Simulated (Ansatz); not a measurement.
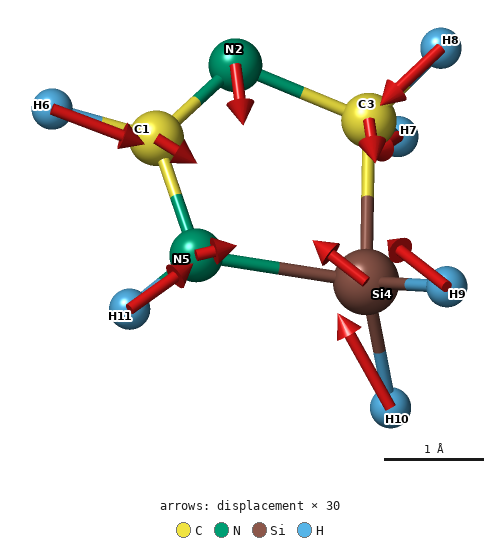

This is a relaxation of C₂H₆N₂Si. The starting structure is drawn; red arrows show the displacements, magnified 30 times. The two geometries are superimposed by the best rigid fit.

Style: ball-and-stick. Shown at a tilt.

The start comes from PBE-D4/def2-SVP.

These are results of RKS PBE0-D4/def2-TZVP (Ansatz), not measurements.

Input
```yaml
crystal:
  periodic: [false, false, false]
  atoms:
    - {symbol: C, position_ang: [-1.355405, -0.510218, -0.255904]}
    - {symbol: N, position_ang: [-0.651441, -1.392052, 0.365706]}
    - {symbol: C, position_ang: [0.712283, -0.918923, 0.643581]}
    - {symbol: Si, position_ang: [0.846614, 0.861374, -0.082357]}
    - {symbol: N, position_ang: [-0.846909, 0.737134, -0.609232]}
    - {symbol: H, position_ang: [-2.405582, -0.726743, -0.530932]}
    - {symbol: H, position_ang: [0.902968, -0.941368, 1.738995]}
    - {symbol: H, position_ang: [1.453832, -1.618063, 0.199044]}
    - {symbol: H, position_ang: [1.792446, 1.066912, -1.237808]}
    - {symbol: H, position_ang: [1.063064, 1.988907, 0.893912]}
    - {symbol: H, position_ang: [-1.446470, 1.396141, -1.104405]}
basis:
  gaussian: {orbitals: def2-TZVP}
hamiltonian: {xc: pbe0, dispersion: d4}
relax: {f_tol: 0.005, max_steps: 150}
```

Command:
```bash
ansatz run in.yaml --threads 4 --pin off --events-out ev --progress --plain --max-ram 10444MiB
```

Atoms of which element are displaced furthest, and by how much?

Answer. Hydrogen: up to 0.037 Å, against 0.024 Å for silicon.

What did the optimiser do to the structure, and how much energy did it gain?

Answer. The largest moves after the best rigid fit, 0.037 Å, are those of H9 and H10. Largest moves by element: H 0.037 Å, Si 0.024 Å, N 0.022 Å, C 0.017 Å. Near-neighbour distances that change, for instance: Si4–N5 1.778 → 1.745 Å, C3–Si4 1.927 → 1.897 Å, Si4–H10 1.507 → 1.488 Å, C1–H6 1.107 → 1.089 Å. The energy falls by 0.066 eV in 4 accepted moves (5 points after the start). The largest force component goes from 0.9 to 0.0044 eV/Å. The line search rejected the trial step at point 3 of the run. Cost: 16 s on 4 threads of Arm Neoverse V2, with other jobs on the host.
